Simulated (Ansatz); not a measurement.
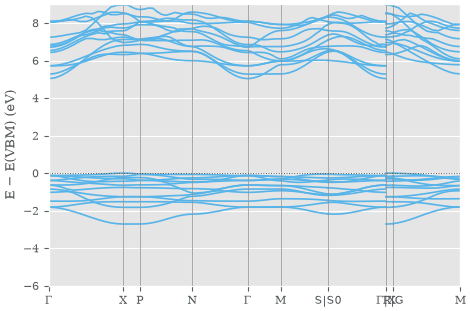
*Band structure from the program Ansatz at the r²SCAN level (PAW)*

**Question.** Read off the gap and where the band edges lie.

**Answer.** About 5.0 eV (5.03 eV by a search for the band edges); maximum at X, minimum at Γ.

**Question.** Which of these materials gives this?
(A) ZrO2, anatase
(B) Cs2CaBr4, I4/mmm (Cs on 4e, Ca on 2a, Br on 4e, Br on 4c)
(C) Ba2HfO4, I4/mmm (Ba on 4e, Hf on 2a, O on 4c, O on 4e)

**Answer.** B, Cs2CaBr4, I4/mmm (Cs on 4e, Ca on 2a, Br on 4e, Br on 4c)

The workflow started from a Materials Project entry (that database holds measured and hypothetical structures alike); the Crystallography Open Database copy checked does not list it. Whether it is the stable phase at ambient conditions was not checked. Symmetry was held in the r²SCAN relaxation; whether a distortion lowers the energy is not shown. Spin–orbit coupling is left out wherever it is not named.

Potentials: the later of the program's two PAW sets.
